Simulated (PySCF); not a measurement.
# SiF3 (trifluorosilyl): UM06-2X/STO-3G

Aim: the vertical doublet–quartet gap of SiF3 (trifluorosilyl) at UM06-2X/STO-3G, from 2 runs. 

The calculation is run with PySCF 2.14.0.

20 further runs of the same task are left out: 9 that didn't finish, 11 set aside as unsound or not needed.

## Step 1: The structure to begin with

SiF3 has 4 atoms, charge 0, and is taken as a doublet. As SMILES, `F[Si](F)F`. The shape is that of a GFN2-xTB optimisation.

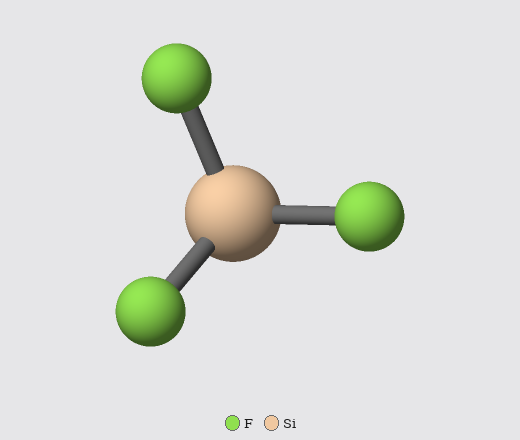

The structure, seen from a chosen angle (fluorine green, silicon light orange).

## Step 2: The energy at UM06-2X/STO-3G

The input, calc.py:

```python
# F[Si](F)F
from pyscf import gto, dft

mol = gto.M(
    atom='F 0.787890 -0.508980 1.119030; Si -0.325240 0.244050 0.268860; F -0.962750 -0.889100 -0.646850; F 0.500100 1.154030 -0.741040',
    basis='sto-3g',
    max_memory=1860,
    charge=0,
    spin=1,
    verbose=3,
)

ks = dft.UKS(mol)
ks.xc = 'm06-2x'
ks.grids.level = 5
ks.conv_tol = 1e-10
ks.kernel()
if not ks.converged:
    ks = ks.newton().run(ks.mo_coeff, ks.mo_occ)

etot = ks.e_tot
print('E(%s) = %.9f' % ('M06-2X', etot))
```

On the command line:

```
$ OMP_NUM_THREADS=1 python calc.py
```

Log:

```text
WARN: HOMO -0.207083011849506 >= LUMO -0.207083011849504

converged SCF energy = -581.326696892094  <S^2> = 0.75379799  2S+1 = 2.0037944
E(M06-2X) = -581.326696892
```

It took 15 s on 1 thread of Arm Neoverse V1, shared host; peak memory 0.23 GiB.

## Step 3: The quartet

The input, run.py:

```python
from pyscf import gto, dft

mol = gto.M(
    atom=[
    ('F', (0.787890, -0.508980, 1.119030)),
    ('Si', (-0.325240, 0.244050, 0.268860)),
    ('F', (-0.962750, -0.889100, -0.646850)),
    ('F', (0.500100, 1.154030, -0.741040)),
],
    basis='sto-3g',
    verbose=3,
    max_memory=1860,
    spin=3,
)

myscf = dft.UKS(mol)
myscf.xc = 'm06-2x'
myscf.conv_tol = 1e-10
myscf.grids.level = 5
myscf.kernel()
if not myscf.converged:
    myscf = myscf.newton().run(myscf.mo_coeff, myscf.mo_occ)

energy = myscf.e_tot
print(f'total energy: {energy:.8f} hartree')
```

On the command line:

```
$ OMP_NUM_THREADS=1 python run.py
```

Log:

```text
WARN: HOMO 0.210775848898681 >= LUMO -0.56734598873552

WARN: HOMO 0.257125115544287 >= LUMO -0.0220594872528206

WARN: HOMO 0.254972867446286 >= LUMO -0.0749621285915056

WARN: HOMO 0.255066663065348 >= LUMO -0.0751675124350701

WARN: HOMO 0.251967530881989 >= LUMO -0.0757155299009518

WARN: HOMO 0.252845483159816 >= LUMO -0.0751695418500229

WARN: HOMO 0.252118593060148 >= LUMO -0.0747994226487789

WARN: HOMO 0.252961672757312 >= LUMO -0.0757374397911206

WARN: HOMO 0.25369846273939 >= LUMO -0.0763104958050844

WARN: HOMO 0.254899583567126 >= LUMO -0.0771850950237026

WARN: HOMO 0.254415652346284 >= LUMO -0.0768107753950885

WARN: HOMO 0.25452933588693 >= LUMO -0.0769338777558519

WARN: HOMO 0.254453570562919 >= LUMO -0.0768775223792734

WARN: HOMO 0.254503213938915 >= LUMO -0.0769328055746022

WARN: HOMO 0.254503011046726 >= LUMO -0.0769297771795022

WARN: HOMO 0.254502711199577 >= LUMO -0.0769216715474573

WARN: HOMO 0.254500779742224 >= LUMO -0.0769212338301751

WARN: HOMO 0.25450096107706 >= LUMO -0.0769228224146727

WARN: HOMO 0.254501865951117 >= LUMO -0.0769226447031648

WARN: HOMO 0.254499813803782 >= LUMO -0.0769223071847627

WARN: HOMO 0.254499456652931 >= LUMO -0.0769239504148131

WARN: HOMO 0.254498329538354 >= LUMO -0.0769283906887551

WARN: HOMO 0.254497342941686 >= LUMO -0.0769234285005344

WARN: HOMO 0.254497443423414 >= LUMO -0.0769246431359103

WARN: HOMO 0.254496491035538 >= LUMO -0.0769263825197463

WARN: HOMO 0.254497125751298 >= LUMO -0.0769221353047859

WARN: HOMO 0.254498074131981 >= LUMO -0.0769218403484118

WARN: HOMO 0.254499537720769 >= LUMO -0.0769219266737527

WARN: HOMO 0.25449946974502 >= LUMO -0.0769214839668814

WARN: HOMO 0.254499482434883 >= LUMO -0.0769213072876447

WARN: HOMO 0.254499460053379 >= LUMO -0.0769214481812537

WARN: HOMO 0.254499468578548 >= LUMO -0.07692147554099

converged SCF energy = -580.806734629793  <S^2> = 3.7557023  2S+1 = 4.0028501
total energy: -580.80673463 hartree
```

Wall time 29 s (1 thread of Arm Neoverse V1, shared host); peak memory 0.24 GiB.

## Step 4: Outcome

Level: UM06-2X/STO-3G.

| quantity | value |
| --- | --- |
| doublet: total energy | -581.32670 Eh |
| doublet: dipole moment | 1.25 D |
| doublet: HOMO energy (highest over α and β) | -4.21 eV |
| doublet: LUMO energy (lowest over α and β) | 1.78 eV |
| doublet: ⟨S²⟩ | 0.754 |
| quartet: total energy | -580.80673 Eh |
| quartet: dipole moment | 1.92 D |
| quartet: ⟨S²⟩ | 3.756 |
| vertical energy of the quartet above the doublet | 14.149 eV |

**Reading.** At this shape the quartet lies 14.15 eV (326 kcal/mol) above the doublet. In a minimal basis such a difference can be off by several eV, whatever the method. Mulliken charges (doublet) run from -0.26 on F4 to +0.78 on Si2; they depend strongly on the basis.
